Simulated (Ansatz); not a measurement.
# BF (SMILES [B]F): levels of theory compared

Aim: a comparison of 6 runs (B2PLYP/def2-TZVPPD, BHLYP/def2-TZVPPD, BLYP/def2-TZVPPD, PBE/def2-TZVPPD, MP2/def2-TZVPPD, CCSD(T)/def2-TZVPPD) of BF. 

Program for the calculation: Ansatz 0.2.0.

39 further runs of the same task are left out: 1 that didn't finish, 38 set aside as unsound or not needed.

## (1) The molecule

The species is BF (2 atoms), meant as a singlet with charge 0. SMILES: `[B]F`. The B1–F2 distance was set to 1.453 Å, away from the relaxed value.

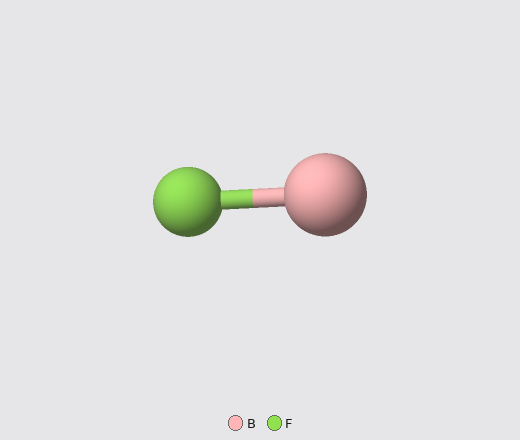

Viewed from a chosen angle; boron pink, fluorine green.

## (2) A single-point energy at B2PLYP/def2-TZVPPD (run 1)

run.yaml reads:

```yaml
crystal:
  periodic: [false, false, false]
  atoms:
    - symbol: B
      position_ang: [0.000000, -0.000000, -0.198860]
    - symbol: F
      position_ang: [-0.000000, 0.000000, 1.253740]
basis:
  gaussian:
    orbitals: def2-TZVPPD.json
hamiltonian:
  xc: {name: B2PLYP}
correlation:
  frozen_orbitals: {B: 1, F: 1}
accuracy: high
output: {orbitals: {seedname: orbitals}}
```

The basis set def2-TZVPPD is read from a file made from the Basis Set Exchange's data (not shown).

Started as:

```sh
$ ansatz run run.yaml --threads 1 --pin off --max-ram 3480MiB --events-out events.jsonl --progress --plain --runs-dir runs
```

The log of the run:

```text
Warning: RAYON_NUM_THREADS=1 ignored (pool sized by the plan → 1); use --threads N
Functional definition: B2PLYP
  name "B2PLYP"
  parameter a = 0.53
  parameter c = 0.27
  exchange = (1 - a)*b88_x + a*exact_x
  correlation = (1 - c)*lyp_c + c*(mp2_os + mp2_ss)
1029 factors; integrals over basis functions are off by at most 3.8e-9 eV
mean field evaluation 1: about -3386.7349 eV, gradient 3.0e1 eV
mean field evaluation 2: about -3386.7357 eV, gradient 3.0e1 eV
mean field evaluation 4: about -3388.1786 eV, gradient 8.9e-1 eV
mean field evaluation 8: about -3388.1832 eV, gradient 1.5e-2 eV
mean field evaluation 16: about -3388.1832 eV, gradient 1.3e-7 eV
mean field -3388.18320749 eV, -124.5134362822 hartree, gradient 1.5e-8 eV, S^2 0.000000; 0 other end points of the search recorded, 0 dependent functions left out
2 core orbitals not correlated: weight in the atoms' cores, before any rotation towards them, 1.000 or more for the frozen orbitals, at most 0.000 for the correlated occupied ones
reference -3388.18322490 eV, -124.5134369220 hartree; 5, 5 occupied and 70, 70 virtual orbitals, 1029 factors
second order -10.91751362 eV of doubles, -0.00000000 eV of singles
Total energy: -3391.13095358 eV, -124.6217639528 hartree
```

Run time: 2.4 s. Hardware: 1 thread of Arm Neoverse V1, shared host; peak memory 0.13 GiB.

## (3) A single-point energy at BHLYP/def2-TZVPPD (run 2)

molecule.yaml reads:

```yaml
crystal:
  periodic: [false, false, false]
  atoms:
    - {symbol: B, position_ang: [0.000000, -0.000000, -0.198860]}
    - {symbol: F, position_ang: [-0.000000, 0.000000, 1.253740]}
basis:
  gaussian:
    orbitals: def2-TZVPPD.json
hamiltonian:
  xc: {name: BHLYP}
accuracy: high
output:
  orbitals: {seedname: orbitals}
```

The basis set def2-TZVPPD is read from a file made from the Basis Set Exchange's data (not shown).

Started as:

```sh
$ ansatz run molecule.yaml --threads 1 --pin off --max-ram 3480MiB --events-out events.jsonl --progress --plain --runs-dir runs
```

The log of the run:

```text
Warning: RAYON_NUM_THREADS=1 ignored (pool sized by the plan → 1); use --threads N
Functional definition: BHLYP
  name "BHLYP"
  parameter a = 0.5
[... 1 set-up line as earlier in the session ...]
  correlation = lyp_c
1029 factors; integrals over basis functions are off by at most 3.8e-9 eV
mean field evaluation 1: about -3390.3072 eV, gradient 3.0e1 eV
mean field evaluation 2: about -3388.4752 eV, gradient 4.8e1 eV
mean field evaluation 4: about -3391.7802 eV, gradient 1.9e-1 eV
mean field evaluation 8: about -3391.7809 eV, gradient 2.2e-3 eV
mean field evaluation 16: about -3391.7809 eV, gradient 9.2e-9 eV
mean field -3391.78087792 eV, -124.6456482319 hartree, gradient 9.2e-9 eV, S^2 0.000000; 0 other end points of the search recorded, 0 dependent functions left out
reference -3391.78089654 eV, -124.6456489163 hartree; 7, 7 occupied and 70, 70 virtual orbitals, 1029 factors
Total energy: -3391.78089654 eV, -124.6456489163 hartree
```

Run time: 1.7 s. Hardware: 1 thread of Arm Neoverse V1, shared host; peak memory 0.13 GiB.

Runs 3 to 4 aren't shown in full; the table further down has their settings and results.

## (4) The energy at MP2/def2-TZVPPD (run 5)

job.yaml reads:

```yaml
crystal:
  periodic: [false, false, false]
  atoms:
    - symbol: B
      position_ang: [0.000000, -0.000000, -0.198860]
    - symbol: F
      position_ang: [-0.000000, 0.000000, 1.253740]
basis:
  gaussian: {orbitals: def2-TZVPPD.json}
correlation: {method: mp2, frozen_orbitals: {B: 1, F: 1}}
accuracy: high
```

The basis set def2-TZVPPD is read from a file made from the Basis Set Exchange's data (not shown).

Started as:

```sh
$ ansatz run job.yaml --threads 1 --pin off --max-ram 3480MiB --events-out events.jsonl --progress --plain --runs-dir runs
```

The log of the run:

```text
Warning: RAYON_NUM_THREADS=1 ignored (pool sized by the plan → 1); use --threads N
Functional definition: HF
  name "HF"
  exchange = exact_x
  correlation = 0
1029 factors; integrals over basis functions are off by at most 3.8e-9 eV
mean field evaluation 1: about -3376.3237 eV, gradient 2.8e1 eV
mean field evaluation 2: about -3376.3248 eV, gradient 2.8e1 eV
mean field evaluation 4: about -3377.8490 eV, gradient 1.9e0 eV
mean field evaluation 8: about -3377.8741 eV, gradient 1.8e-4 eV
mean field -3377.87405584 eV, -124.1345819468 hartree, gradient 2.3e-8 eV, S^2 0.000000; 0 other end points of the search recorded, 0 dependent functions left out; unrestricted orbitals would lower it
mean field evaluation 16: about -3377.7978 eV, gradient 1.8e0 eV
2 core orbitals not correlated: weight in the atoms' cores, before any rotation towards them, 1.000 or more for the frozen orbitals, at most 0.000 for the correlated occupied ones
reference -3377.87405584 eV, -124.1345819468 hartree; 5, 5 occupied and 70, 70 virtual orbitals, 1029 factors
second order -8.94305269 eV of doubles, -0.00000000 eV of singles
Total energy: -3386.81710853 eV, -124.4632330713 hartree
```

Run time: 0.81 s. Hardware: 1 thread of Arm Neoverse V1, shared host; peak memory 0.11 GiB.

## (5) A single-point energy at CCSD(T)/def2-TZVPPD (run 6)

run.yaml reads:

```yaml
crystal:
  periodic: [false, false, false]
  atoms:
    - symbol: B
      position_ang: [0.000000, -0.000000, -0.198860]
    - symbol: F
      position_ang: [-0.000000, 0.000000, 1.253740]
basis:
  gaussian: {orbitals: def2-TZVPPD.json}
accuracy: high
scf: {omitted_lower_state_checks: [cluster_reference, increment]}
total_charge: 0
correlation: {method: ccsd_t, frozen_orbitals: {B: 1, F: 1}}
```

The basis set def2-TZVPPD is read from a file made from the Basis Set Exchange's data (not shown).

Started as:

```sh
$ ansatz run run.yaml --threads 1 --pin off --max-ram 3480MiB --events-out events.jsonl --progress --plain --runs-dir runs
```

The log of the run:

```text
Warning: RAYON_NUM_THREADS=1 ignored (pool sized by the plan → 1); use --threads N
[... 11 lines left out ...]
2 core orbitals not correlated: weight in the atoms' cores, before any rotation towards them, 1.000 or more for the frozen orbitals, at most 0.000 for the correlated occupied ones
[... 26 lines left out ...]
Total energy: -3387.49362340 eV, -124.4880945344 hartree
Checks for a lower state left out: cluster_reference, increment
```

It took 2.4 s on 1 thread of Arm Neoverse V1, shared host; peak memory 0.28 GiB.

## (6) Overview of the runs

```tsv
run	level	frozen core orbitals	energy (Eh)	HOMO energy (eV)	LUMO energy (eV)	HOMO–LUMO gap (eV)	wall time
1	B2PLYP/def2-TZVPPD	2	-124.621764	-9.82	-0.53	9.29	2.4 s
2	BHLYP/def2-TZVPPD	–	-124.645649	-9.86	-0.84	9.03	1.7 s
3	BLYP/def2-TZVPPD	–	-124.686903	-7.27	-2.87	4.41	1.6 s
4	PBE/def2-TZVPPD	–	-124.559385	-7.36	-2.95	4.41	1.5 s
5	MP2/def2-TZVPPD	2	-124.463233	–	–	–	0.81 s
6	CCSD(T)/def2-TZVPPD	2	-124.488095	–	–	–	2.4 s
```

## (7) Outcome

| quantity | value |
| --- | --- |
| run 6: total energy | -124.48809 Eh |
| run 6: correlation energy (2 core orbitals frozen) | -353.5 mEh |
| run 6: (T) correction | -12.27 mEh |
| run 6: T1 diagnostic | 0.020 |

Over runs 1, 2, 3, 4 the HOMO–LUMO gap runs from 4.41 eV (BLYP/def2-TZVPPD) to 9.29 eV (B2PLYP/def2-TZVPPD). A double hybrid's value is that of its SCF part. Totals of different functionals can't be ranked against each other. In runs 5, 6 the log says that unrestricted orbitals would lower the reference, so the values rest on an unstable closed-shell determinant (other closed-shell runs at this shape may share the fault). All runs together took 10 s, the longest 2.4 s.
